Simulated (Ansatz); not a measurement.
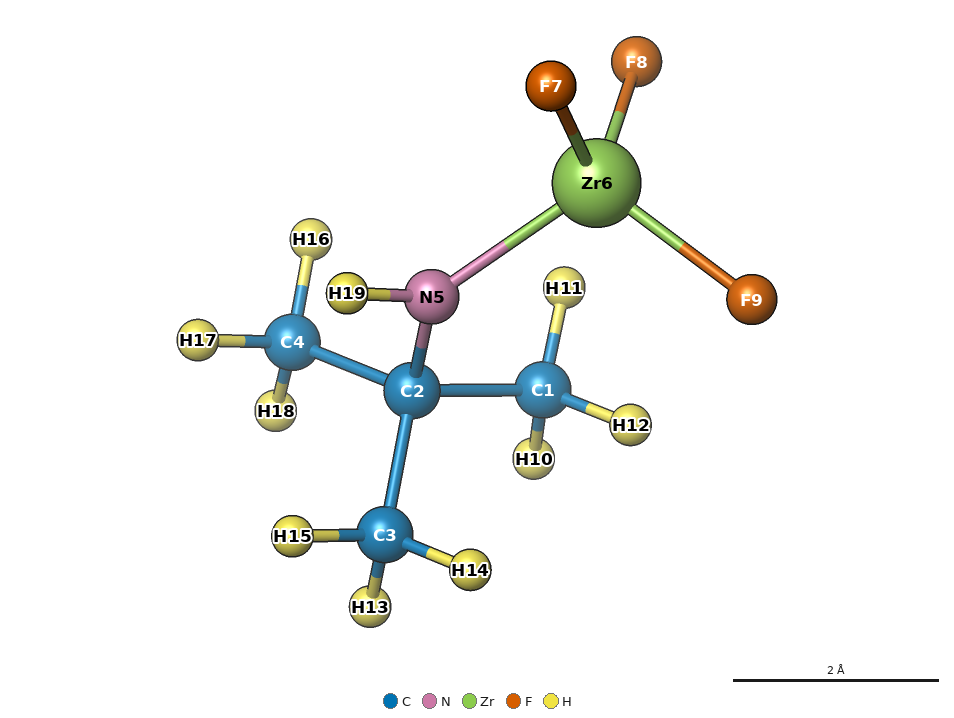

Orthographic view. Atoms fade into the background with distance from the viewer. The species is neutral and a spin singlet. The geometry was computed by an optimisation with PBE0-D4/def2-TZVP. No frequency run is at hand to confirm it as a minimum.

List the bonded neighbours of every atom.

C1: C2, H10, H11, H12
C2: C1, C3, C4, N5
C3: C2, H13, H14, H15
C4: C2, H16, H17, H18
N5: C2, Zr6, H19
Zr6: N5, F7, F8, F9
F7: Zr6
F8: Zr6
F9: Zr6
(terminal hydrogens appear only as neighbours)
